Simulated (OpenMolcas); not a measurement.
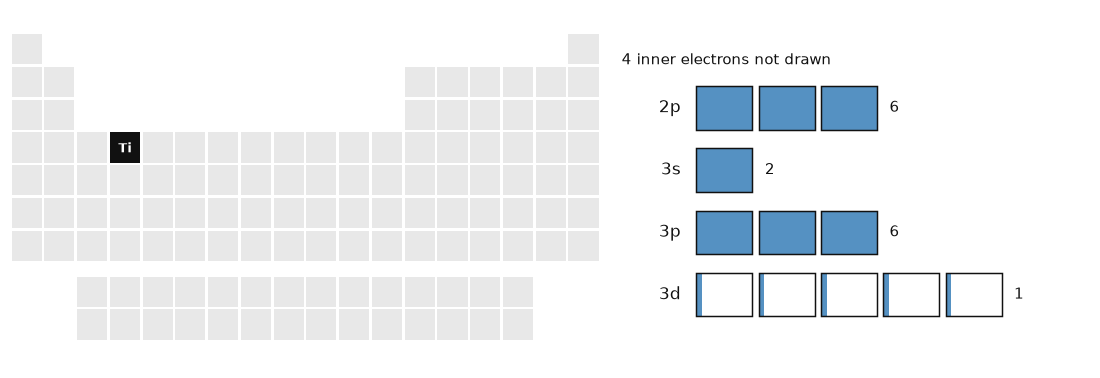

**Figure 1.** Left, the place of titanium in the periodic table; right, the outer shells of the leading configuration of the lowest level: a box for each of the 2l + 1 orbitals, shaded by the share of the shell that is filled, with the electron count at the right.

Run report: Ti³⁺ complex, multiconfigurational calculation

System: Ti³⁺ with 6 ligands (O; octahedron, 1.978 Å), embedded in MgO by model potentials and point charges, whose field is part of the energies.
Method: state-averaged CASSCF, active space 1 electron in the shell 3d, basis ANO-RCC-VDZP on the metal and ANO-RCC-VDZP on the ligands, DKH2 scalar Hamiltonian, spin-orbit coupling by RASSI with atomic mean-field integrals (OpenMolcas).

Output (extracts):
```
--- SEWARD ---
Basis set label: TI.ANO-RCC...5S4P2D1F.

      Electronic valence basis set:
      ------------------
      Associated Effective Charge  22.000000 au
      Associated Actual Charge     22.000000 au
      Nuclear Model: Point charge

      Shell  nPrim  nBasis  Cartesian Spherical Contaminant
         s      21       5        X
         p      15       4        X
         d      10       2                 X
         f       6       1                 X
                  Relativistic Douglas-Kroll-Hess integrals:
                    - DKH order of Hamiltonian: 2
                    - DKH order of Properties : 0
                  Atomic mean-field integrals
--- RASSCF ---
Wave function specifications:
      -----------------------------

      Number of closed shell electrons          78
      Number of electrons in active shells       1
      Max number of holes in RAS1 space          0
      Max nr of electrons in RAS3 space          0
      Number of inactive orbitals               39
      Number of active orbitals                  5
      Number of secondary orbitals              98
      Spin quantum number                      0.5
      State symmetry                             1
Orbital specifications:
      -----------------------

      Symmetry species                           1   2
                                                ag  au
      Frozen orbitals                            0   0
      Inactive orbitals                         18  21
      Active orbitals                            5   0
      RAS1 orbitals                              0   0
      RAS2 orbitals                              5   0
      RAS3 orbitals                              0   0
      Secondary orbitals                        46  52
      Deleted orbitals                           0   0
      Number of basis functions                 69  73
      Number of CSFs                             5
      Number of root(s) required                 5
      Iter CI   SX   CI       RASSCF       Energy    max ROT     max BLB   max BLB  Level Ln srch  Step   QN
          iter iter root      energy       change     param      element    value   shift minimum  type update
 Nr of preliminary CI iterations:   1
      Total energies have been shifted. Add                -1000.00 au
        1   1   10    0  -310.11065973    0.00E+00  -8.87E-02    8  35 2 -4.72E-01*  0.81   0.00    SX    NO
        2   1   11    0  -311.73481209   -1.62E+00* -7.55E-02   18  21 1  1.97E-01*  0.57   0.00    SX    NO
        3   1   10    0  -312.01815617   -2.83E-01* -2.96E-02   18  21 1  8.03E-02*  0.69   0.00    SX    NO
        4   1   10    0  -312.05341222   -3.53E-02* -1.56E-02   18  21 1  4.31E-02*  0.71   0.00    SX    NO
        5   1   10    0  -312.06262553   -9.21E-03* -1.56E-02   18  21 1  2.23E-02*  0.72   2.10    LS   YES
        6   1    9    0  -312.06610905   -3.48E-03*  7.45E-03   10  23 2  4.44E-03*  0.72   1.10    QN   YES
        7   1    9    0  -312.06643965   -3.31E-04*  3.45E-03    5  33 2 -2.60E-03*  0.72   1.39    QN   YES
        8   1    8    0  -312.06650357   -6.39E-05* -2.75E-04   21  34 2 -6.46E-04*  0.72   1.14    QN   YES
        9   1    7    0  -312.06650747   -3.90E-06* -1.38E-04    9  32 2 -2.63E-04*  0.72   1.37    QN   YES
       10   1    6    0  -312.06650828   -8.10E-07* -9.53E-05    5  33 2  8.45E-05   0.72   1.27    QN   YES
       11   1    6    0  -312.06650840   -1.14E-07* -3.15E-05    7  19 1  3.18E-05   0.72   1.31    QN   YES
       12   1    5    0  -312.06650842   -1.81E-08* -8.88E-06   21  24 2  1.50E-05   0.72   1.21    QN   YES
       13   1    5    0  -312.06650843   -1.39E-08*  4.55E-06   21  24 2  7.60E-06   0.72   1.02    QN   YES
       14   1    4    0  -312.06650843   -4.04E-09  -2.48E-06   16  34 1 -2.34E-06   0.72   1.01    QN   YES
      Convergence after 14 iterations
       15   1    4    0  -312.06650844   -3.18E-10  -2.48E-06    4  22 2  1.03E-06   0.72   1.01    QN   YES
      Natural orbitals and occupation numbers for root  1
      sym 1:  -0.000000   1.000000   0.000000   0.000000   0.000000
      Natural orbitals and occupation numbers for root  2
      sym 1:  -0.000000  -0.000000   0.000000   1.000000  -0.000000
      Natural orbitals and occupation numbers for root  3
      sym 1:   1.000000   0.000000  -0.000000   0.000000  -0.000000
::    RASSCF root number  1 Total energy:  -1312.10833259
::    RASSCF root number  2 Total energy:  -1312.10833259
::    RASSCF root number  3 Total energy:  -1312.10833259
::    RASSCF root number  4 Total energy:  -1312.00377220
::    RASSCF root number  5 Total energy:  -1312.00377220
--- RASSI ---
SPIN-FREE ENERGIES:
  (Shifted by EMIN (a.u.) =      -1312.1083325930)

 SF State       Relative EMIN(au)   Rel lowest level(eV)    D:o, cm**(-1)

     1             0.0000000000        0.0000000000              0.0000
     2             0.0000000000        0.0000000000              0.0000
     3             0.0000000000        0.0000000000              0.0000
     4             0.1045603948        2.8452332902          22948.3541
     5             0.1045603948        2.8452332902          22948.3541
     Dipole printing threshold changed to   1.00000000E+00
Eigenvalues of complex Hamiltonian:
   -----------------------------------
  (Shifted by EMIN (a.u.) =      -1312.1083325930)

 SO State       Relative EMIN(au)   Rel lowest level(eV)    D:o, cm**(-1)

     1            -0.0003067899        0.0000000000              0.0000
     2            -0.0003067899        0.0000000000              0.0000
     3            -0.0003067899        0.0000000000              0.0000
     4            -0.0003067899        0.0000000000              0.0000
     5             0.0006036192        0.0247734947            199.8117
     6             0.0006036192        0.0247734947            199.8117
     7             0.1045653752        2.8537169920          23016.7798
     8             0.1045653752        2.8537169920          23016.7798
     9             0.1045653752        2.8537169920          23016.7798
    10             0.1045653752        2.8537169920          23016.7798
Weights of the five most important spin-orbit-free states for each spin-orbit state.

 SO State  Total energy (au)           Spin-free states, spin, and weights
 -------------------------------------------------------------------------------------------------------
    1        -0.000307       3 0.5  0.6666    2 0.5  0.1667    1 0.5  0.1666    5 0.5  0.0000    4 0.5  0.0000
    2        -0.000307       3 0.5  0.6666    2 0.5  0.1667    1 0.5  0.1666    5 0.5  0.0000    4 0.5  0.0000
    3        -0.000307       1 0.5  0.5000    2 0.5  0.4999    4 0.5  0.0000    3 0.5  0.0000    5 0.5  0.0000
    4        -0.000307       1 0.5  0.5000    2 0.5  0.4999    4 0.5  0.0000    3 0.5  0.0000    5 0.5  0.0000
    5         0.000604       3 0.5  0.3333    2 0.5  0.3333    1 0.5  0.3333    4 0.5  0.0000    5 0.5  0.0000
    6         0.000604       3 0.5  0.3333    2 0.5  0.3333    1 0.5  0.3333    4 0.5  0.0000    5 0.5  0.0000
    7         0.104565       5 0.5  1.0000    3 0.5  0.0000    2 0.5  0.0000    1 0.5  0.0000    4 0.5  0.0000
    8         0.104565       5 0.5  1.0000    3 0.5  0.0000    2 0.5  0.0000    1 0.5  0.0000    4 0.5  0.0000
    9         0.104565       4 0.5  1.0000    1 0.5  0.0000    2 0.5  0.0000    3 0.5  0.0000    5 0.5  0.0000
   10         0.104565       4 0.5  1.0000    1 0.5  0.0000    2 0.5  0.0000    3 0.5  0.0000    5 0.5  0.0000
 -------------------------------------------------------------------------------------------------------
```

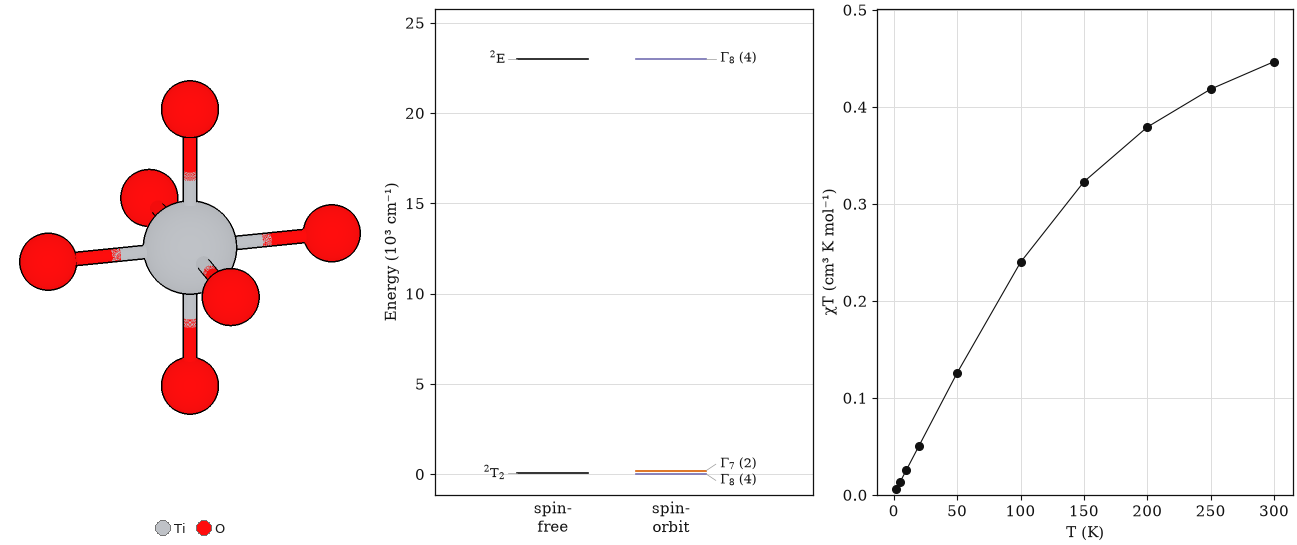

**Figure 2.** Ti³⁺ (3d) as a dopant in MgO, a cluster with its 6 nearest O²⁻ at 1.978 Å (octahedron) embedded in model potentials and point charges; the geometry was set, not optimised, and its levels and susceptibility. Labels give the representation in O, Td, D4 or D3 as the site allows (double group for half-integer spin) where it could be assigned and, in brackets, the degeneracy; spin-free states, where drawn, share the zero of the spin-orbit levels. Powder susceptibility by Van Vleck's formula. The ground level is Γ₈, 4-fold degenerate, 100 % from states of spin multiplicity 2. The next level lies at 200 cm⁻¹ (Γ₇). The lowest spin-free state is ²T₂; of the same spin there follows at 22,900 cm⁻¹ (²E) above it. A ligand-field fit to the spin-free states gives |10Dq| = 22,900 cm⁻¹. χT is 0.00579 cm³ K mol⁻¹ at 2 K and 0.447 at 300 K, an effective moment of 1.89 μB. The active orbitals hold 84 to 91 % metal character (Löwdin), and the Mulliken charge of the metal is +1.99.

Input:
```
&GATEWAY
Basis set
Ti.ANO-RCC-VDZP.
Ti1 0.0 0.0 0.0 Angstrom
End of basis
Basis set
O.ANO-RCC-VDZP.
L1 1.978000 0.000000 0.000000 Angstrom
L2 0.000000 1.978000 0.000000 Angstrom
L3 0.000000 0.000000 1.978000 Angstrom
End of basis
Basis set
Mg.EMB-AIMP.Pascual.10s4p.1s1p.ECP.MgO.
PseudoCharge
* 3 symmetry-unique lattice sites within 7.6 angstrom
End of basis
Basis set
Mg.EMB-AIMP.Pascual.0s.0s.ECP.MgO.
PseudoCharge
* 40 symmetry-unique lattice sites within 7.6 angstrom
End of basis
Basis set
O.EMB-AIMP.Pascual.0s.0s.ECP.MgO.
PseudoCharge
* 55 symmetry-unique lattice sites within 7.6 angstrom
End of basis
Symmetry
XYZ
AngMom=0.0 0.0 0.0
AMFI
RICD
XField
997 Angstrom 0
* Evjen-weighted lattice charges
&SEWARD
&RASSCF
FileOrb=start.orb
Symmetry=1
Spin=2
nActEl=1 0 0
Inactive=18 21
Ras2=5 0
CIRoot=5 5 1
SDav=5
CIMx=300
Iter=150 100
PrWF=0.3
OrbListing=Nothing
MaxOrb=1
LevShft=1.0
>>> COPY $Project.JobIph JOB001
&RASSI
NrOfJobIphs=1 5
1 2 3 4 5
IphNames
JOB001
EJob
SpinOrbit
DIPRint=1.0
SOCoupling=1000.0
Subsets=2
Property=9
'ANGMOM' 1 'ANGMOM' 2 'ANGMOM' 3 'MLTPL  1' 1 'MLTPL  1' 2 'MLTPL  1' 3
'AMFI' 1 'AMFI' 2 'AMFI' 3
SOProperty=3
'ANGMOM' 1 'ANGMOM' 2 'ANGMOM' 3
```

The file start.orb holds starting orbitals from an earlier step. A driver script formed the levels outside the program, from RASSI's spin-orbit matrix and the active-space energies, averaged over the components of each term or state.

Launched with:
```bash
OMP_NUM_THREADS=1 MOLCAS_MEM=2457 MOLCAS_PROJECT=a pymolcas a.inp > a.log  # once for each step of the input, in one work folder
```

Key numbers:

- outcome: converged
- energy of the lowest spin-free term: −1312.10833 hartree
- energy of the lowest spin-orbit level: −1312.10864 hartree
- largest spread among components of a term: 0.0 cm⁻¹
- hardware: 1 thread of Arm Neoverse V2, 112 GiB of memory available, shared host
- wall time: 6.8 s
- peak memory: 0.18 GiB

Notes:

Caveats: the geometry is set by hand, with no relaxation.
